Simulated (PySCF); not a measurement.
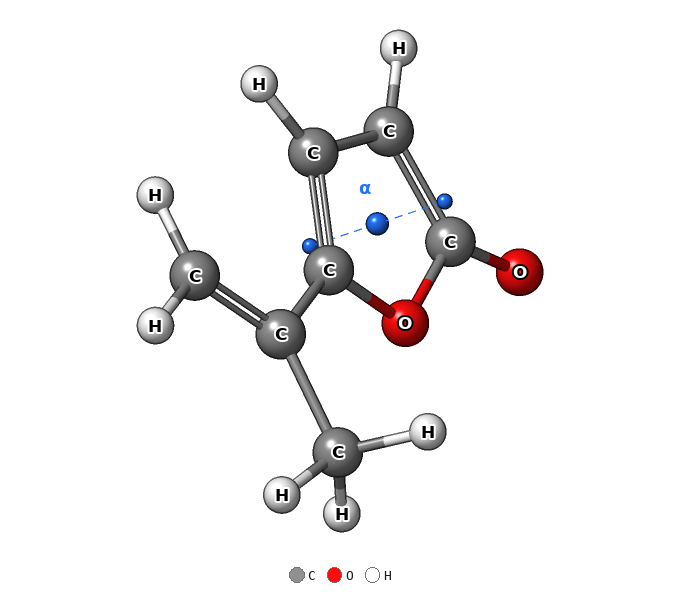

The small points mark where nucleus-independent chemical shifts (NICS) were computed: at the centre of each lettered ring and 1 Å above and below it. Charge −1, singlet. Geometry: a frame of a GFN2-xTB molecular-dynamics simulation, not a minimum. Level of theory: GIAO PBE0/pcSseg-1 NMR shielding, non-relativistic, gas phase (PySCF 2.14.0).

Give NICS(0), NICS(1) and the out-of-plane component NICS(1)zz for each ring (means of the two sides).

```csv
ring,members,NICS(0),NICS(1),NICS(1)zz
α,C4O,−8.5,−6.9,−14.8
```

Values in ppm.
